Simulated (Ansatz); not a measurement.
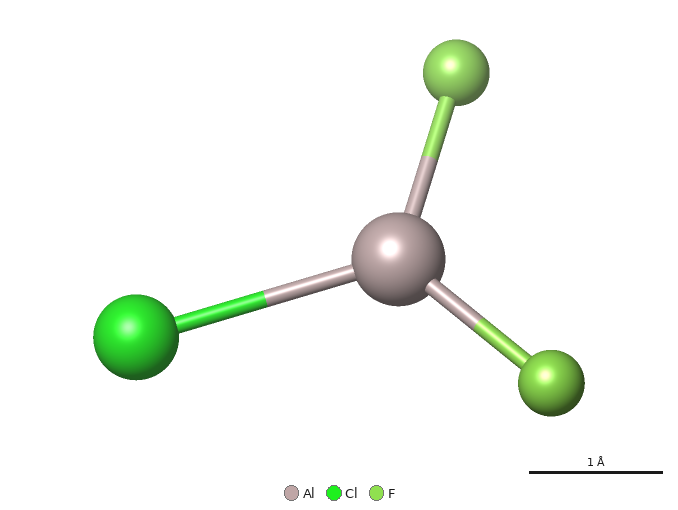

Ball-and-stick drawing of a structure. Every bond is drawn as one stick, whatever its order.

What is the molecular formula?

Answer. AlClF2, 4 atoms: 1 aluminium, 1 chlorine and 2 fluorine.

What is the point group of this geometry?

Answer. C2v.

The parts below concern this one geometry. Atoms keep their numbers from picture to picture. The computed structure is the end point of a PBE0-D4/def2-TZVP optimisation.

### Charges

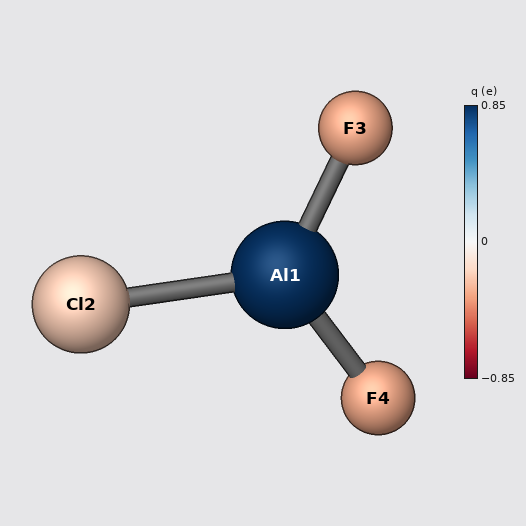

Atoms are coloured by their Mulliken charges. Level of theory: RKS PBE0-D4/def2-TZVP (Ansatz 0.2.0).

List the Mulliken charges.

```tsv
atom	value (e)
Al1	0.84
Cl2	−0.21
F3	−0.31
F4	−0.31
```

### Electronic properties

Properties computed with RKS PBE0-D4/def2-TZVP (Ansatz 0.2.0).

What is the harmonic zero-point energy?

Answer. 17.8 kJ/mol.

Estimate the dipole moment.

Answer. 0.48 D.

### Thermal motion

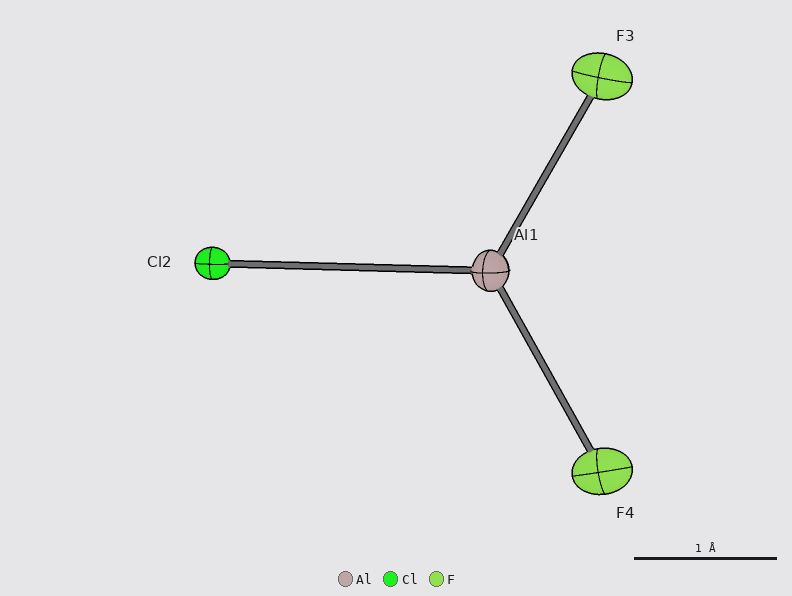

Displacement ellipsoids at the 50 % level, enlarged 3 times, from the internal vibrations of the free molecule (harmonic, no overall translation or rotation; no half-axis is drawn under 0.075 Å). Vibrations computed with RKS PBE0-D4/def2-TZVP (Ansatz 0.2.0). Temperature: 0 K (zero-point motion alone).

Give the displacement parameters, one line for each set of equivalent atoms.

```csv
atom,U_eq (Å²),rms amplitudes (Å)
Al1,0.0012,"0.028, 0.032, 0.041"
Cl2,0.00049,"0.009, 0.025, 0.028"
"F3, F4",0.0013,"0.021, 0.035, 0.048"
```

Mulliken values depend strongly on the basis set and can even reverse the polarity of a bond.
